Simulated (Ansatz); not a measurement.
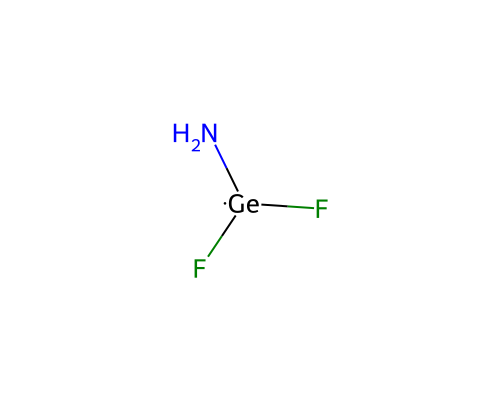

Skeletal drawing of a molecule. State: neutral, doublet.

Question: Give its SMILES.

Answer: [NH2][Ge]([F])[F]

Question: Give the formula, hydrogens included.

Answer: F2GeH2N.

Question: An optimisation with PBE0-D4/def2-TZVP gave a structure of which point group?

Answer: Cs.

More results for the same structure follow; atom numbers are the same in all pictures, views and colours differ. Computed geometry: PBE0-D4/def2-TZVP optimisation.

## Geometry

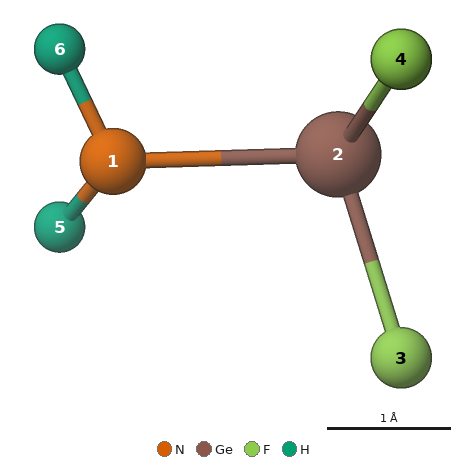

Atoms carry their numbers in the input.

Which atoms are bonded, and how long are the bonds?

```
  bond  length (Å)
N1–Ge2       1.835
 N1–H5       1.013
 N1–H6       1.013
Ge2–F3       1.736
Ge2–F4       1.736
```

## Levels of theory compared

Program: Ansatz 0.2.0.

Tabulate HOMO energy (eV), dipole (D) at these levels: B3LYP-D4/def2-TZVPP; PBE-D4/def2-TZVPP; r2SCAN-D4/def2-TZVPP; ωB97M-V/def2-TZVPP.

```csv
level,HOMO energy (eV),dipole (D)
B3LYP-D4/def2-TZVPP,−6.89,3.84
PBE-D4/def2-TZVPP,−5.79,3.65
r2SCAN-D4/def2-TZVPP,−6.22,3.74
ωB97M-V/def2-TZVPP,−9.24,3.80
```

## Thermal motion

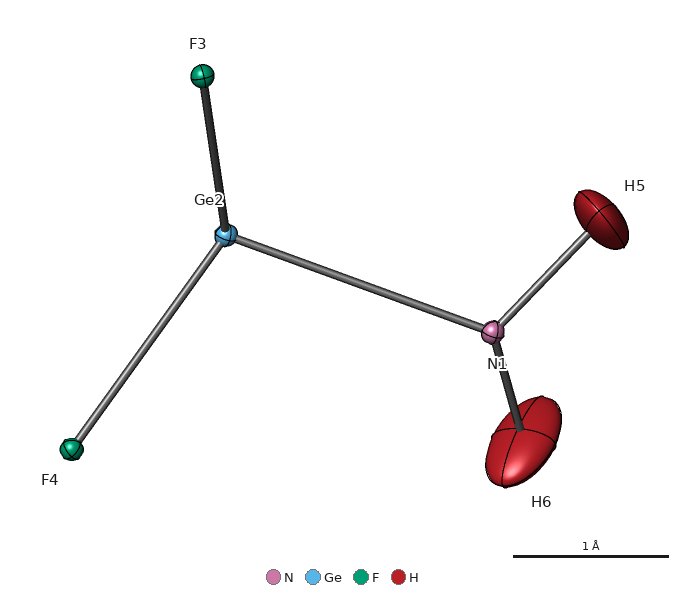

Displacement ellipsoids at the 50 % level, from the internal vibrations of the free molecule (harmonic, no overall translation or rotation; no half-axis is drawn under 0.075 Å). Vibrations computed with UKS PBE0-D4/def2-TZVP (Ansatz 0.2.0). Temperature: 0 K (zero-point motion alone).

Question: Which atom has the largest mean-square displacement?

Answer: H5, H6, with U_eq = 0.0308 Å².

Question: Does H6 move more along its bond or across it?

Answer: Across it: the root-mean-square amplitude is 0.081 Å along the bond and up to 0.254 Å across, since bending and torsion are softer than stretching.

List U_eq and the three principal root-mean-square amplitudes for each kind of atom.

```
  atom  U_eq (Å²)   rms amplitudes (Å)
    N1     0.0019  0.035, 0.043, 0.050
   Ge2    0.00026  0.014, 0.015, 0.018
F3, F4     0.0015  0.027, 0.039, 0.048
H5, H6     0.0308  0.080, 0.147, 0.254
```

## Vibrations

Harmonic vibrations computed with UKS PBE0-D4/def2-TZVP (Ansatz 0.2.0) at a stationary point of the same level.

Question: List the wavenumbers.

Answer: 12 modes: 118, 205, 259, 263, 580, 663, 697, 705, 860, 1564, 3536, 3638 cm⁻¹.
